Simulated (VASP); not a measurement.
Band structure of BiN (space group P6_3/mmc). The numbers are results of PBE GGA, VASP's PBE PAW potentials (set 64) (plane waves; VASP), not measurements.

Unless said otherwise, spin-orbit coupling is left out, though it shifts the bands of the heavy elements here.

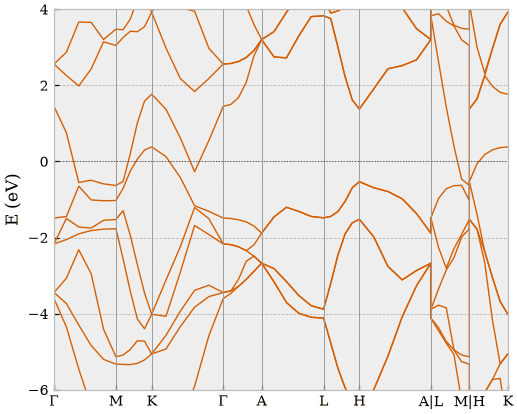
*Bands along high-symmetry lines, zero at the valence-band maximum or, without a gap, the Fermi level*

Question: Read the plot: is there a gap, and where are the band edges?

Answer: It has no gap at this level: it comes out as a metal or semimetal.

The structure was generated: BiN was put into an ordered model structure, which need not be its known phase. The cell was not relaxed at this level.
